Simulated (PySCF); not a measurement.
```yaml
atoms:
  - { symbol: C, position_ang: [-2.5415, 0.2387, 0.0076] }
  - { symbol: C, position_ang: [-1.0817, 0.0076, -0.0450] }
  - { symbol: N, position_ang: [-0.5321, -1.0503, -0.5459] }
  - { symbol: C, position_ang: [0.8054, -1.0141, -0.4703] }
  - { symbol: C, position_ang: [1.3410, 0.1124, 0.1120] }
  - { symbol: C, position_ang: [2.7347, 0.4244, 0.3272] }
  - { symbol: O, position_ang: [3.1647, 1.4258, 0.8414] }
  - { symbol: S, position_ang: [0.0505, 1.1781, 0.5851] }
  - { symbol: H, position_ang: [-3.0550, -0.6092, -0.4367] }
  - { symbol: H, position_ang: [-2.8022, 1.1453, -0.5362] }
  - { symbol: H, position_ang: [-2.8699, 0.3607, 1.0387] }
  - { symbol: H, position_ang: [1.3739, -1.8413, -0.8565] }
  - { symbol: H, position_ang: [3.4079, -0.3775, -0.0390] }
```

Geometry: GFN2-xTB.

These are results of PySCF, PBE0/def2-SVPD, SCF density, gas phase, not measurements.

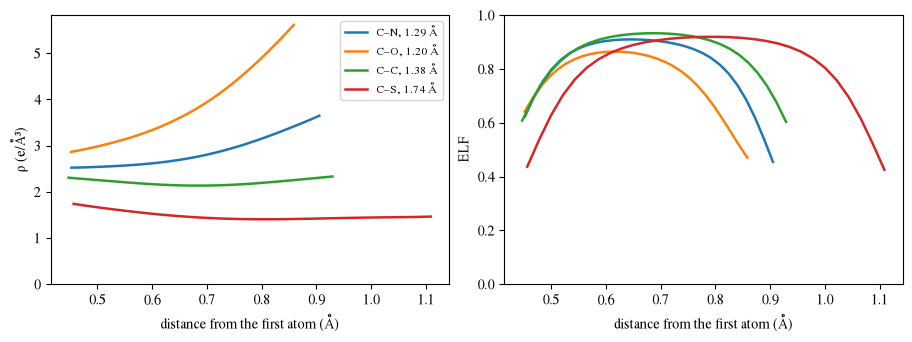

C5H5NOS (SMILES Cc1ncc(C=O)s1). Total electron density and ELF along straight lines between neighbouring atoms. The curves leave out the atomic cores.

Question: Compare the contacts.

Answer: C–N (1.29 Å): ρ is about 2.7 e/Å³ halfway; the ELF peaks at about 0.90 between the atoms: a covalent bond.
C–O (1.20 Å): ρ is about 3.3 e/Å³ halfway; the ELF peaks at about 0.85 between the atoms (a short, multiple covalent bond).
C–C (1.38 Å): ρ at the midpoint is about 2.1 e/Å³; the ELF peaks at about 0.95 between the atoms: a covalent bond.
C–S (1.74 Å): ρ at the midpoint is about 1.4 e/Å³; the ELF peaks at about 0.90 between the atoms: a shared electron pair.
